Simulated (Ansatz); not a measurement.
# CH₅Al₂F (SMILES [F][AlH][CH2][AlH2]): what the fields show

```xyz
9

C    -0.6732   -0.0568    0.3810
Al   -2.4907   -0.6156    0.6950
Al    0.3330   -0.9248   -1.0361
F    -3.6941   -0.0068   -0.2929
H    -2.9618   -1.6403    1.8026
H    -0.7015    1.0286    0.1645
H    -0.1386   -0.2302    1.3358
H     1.0065   -2.3399   -0.7573
H     0.4511   -0.2469   -2.4688
```

Geometry: r2SCAN-D4/def2-SVP.

The calculation used isolated molecule in a Gaussian basis; Kohn-Sham density functional theory, functional PBE0 in Ansatz 0.2.0.

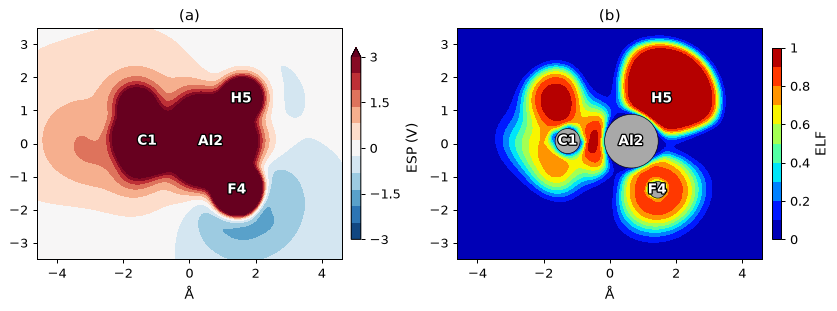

Figure 1. (a) molecular electrostatic potential; (b) ELF on the plane of atoms C1, Al2 and F4. Grey discs cover the atomic cores in the ELF map.

Q: Describe what can be read from this map.

A:
- The plane passes through C, Al, F and H nuclei.
- Al–F (1.67 Å): the ELF peaks at about 0.85 in the valence shell of F, 0.5 Å from its nucleus, and is about 0.35 at the midpoint.
- C–Al (1.93 Å): the ELF peaks at about 0.95 in the valence shell of C, 0.7 Å from its nucleus, and is about 0.80 at the midpoint.
- Al–H (1.58 Å): the ELF climbs to about 1 towards the hydrogen.
- The ELF also peaks beside F4, away from the bonds: lone-pair regions.
- Outside the dense part of the molecule the potential is most negative (−1.6 V) near F4.

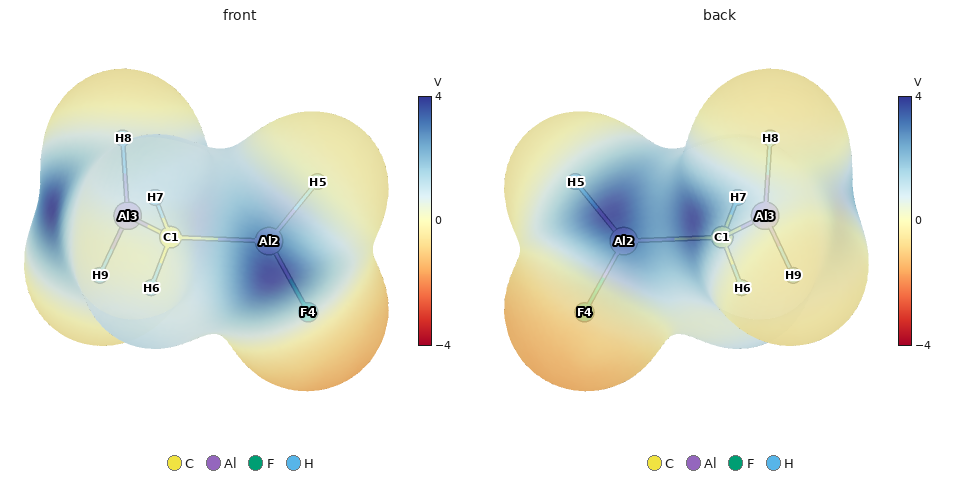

Figure 2. The molecular electrostatic potential painted on the density surface at 0.002 e/bohr³, seen from the front and from behind; red is negative and blue positive.

Q: Where is the surface potential most negative and most positive?

A: The most negative region (about −1.4 V) lies over F4, the most positive (about +3.9 V) over Al2 and Al3.

Q: What dipole moment does the calculation give?

A: Its dipole moment is 2.10 D.

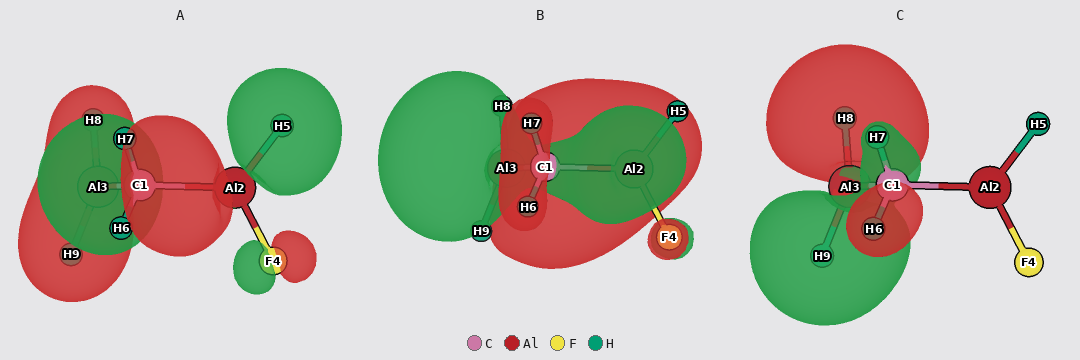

Figure 3. Three frontier orbitals at ±0.06 Å⁻³ᐟ² (green and red are the two phases), in no order.

Q: Which picture is the HOMO−1, the HOMO and the LUMO?

A: C is the HOMO−1 (−8.48 eV). It lies mainly on Al3 (about 35 %), H8 (about 35 %) and H9 (about 25 %). A is the HOMO (−8.09 eV). Its weight (Hirshfeld) is mainly on C1 (about 40 %), Al2 (about 15 %), Al3 (about 15 %), H5 (about 10 %) and H9 (about 5 %). B is the LUMO (−1.68 eV). Its weight (Hirshfeld) is mainly on Al3 (about 55 %), Al2 (about 20 %) and C1 (about 5 %).

Q: What is the HOMO–LUMO gap?

A: 6.41 eV between the orbital energies.
